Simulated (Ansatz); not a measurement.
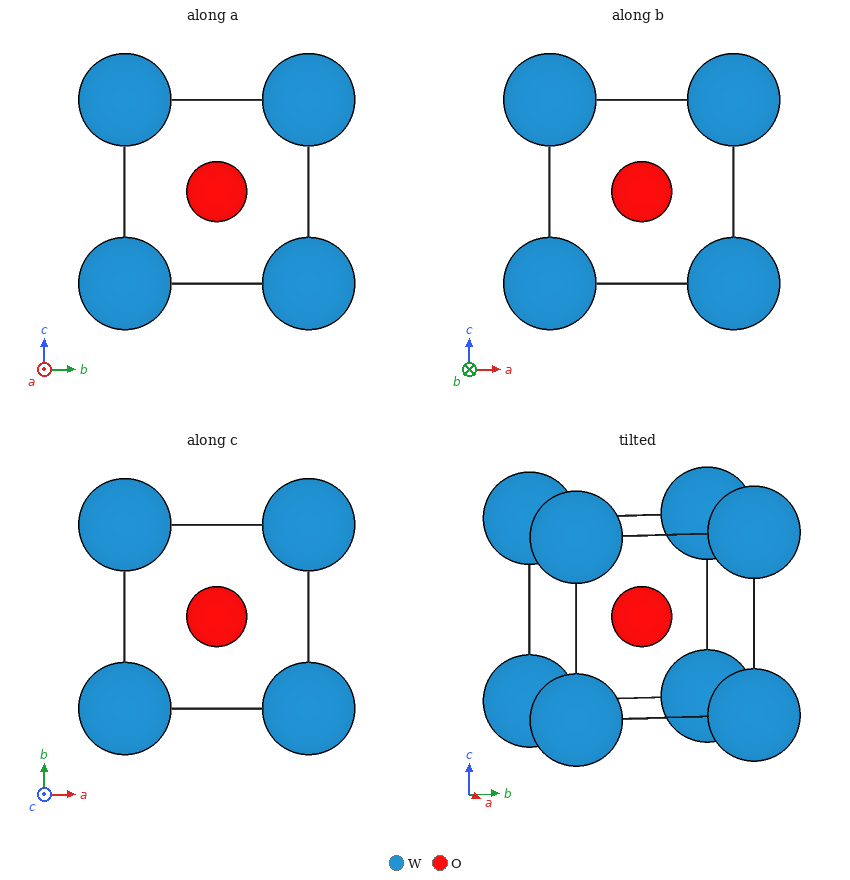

The image is a spheres-only drawing of a crystal, viewed along the a axis, along the b axis, along the c axis and slightly off an axis. The edges of the conventional unit cell are marked.

Lattice parameters: a = 2.7879 Å, b = 2.7879 Å, c = 2.7879 Å, α = 90.000°, β = 90.000°, γ = 90.000°.

Q: Reconstruct the structure as a CIF in P1 with every atom of the cell.

A:
```cif
data_structure
_symmetry_space_group_name_H-M 'P 1'
_symmetry_Int_Tables_number 1
_cell_length_a 2.7879
_cell_length_b 2.7879
_cell_length_c 2.7879
_cell_angle_alpha 90.000
_cell_angle_beta 90.000
_cell_angle_gamma 90.000
_cell_volume 21.67
loop_
_atom_site_label
_atom_site_type_symbol
_atom_site_fract_x
_atom_site_fract_y
_atom_site_fract_z
_atom_site_occupancy
W1 W 0.0000 0.0000 0.0000 1
O1 O 0.5000 0.5000 0.5000 1
```

Its origin is a structure type filled with these elements by a generator (whether the compound takes this form wasn't checked). Earlier steps of the study, as a rule a relaxation of our own, may have changed the cell and positions, so they can lie some per cent off the listed ones. It was the input of a calculation with Ansatz.
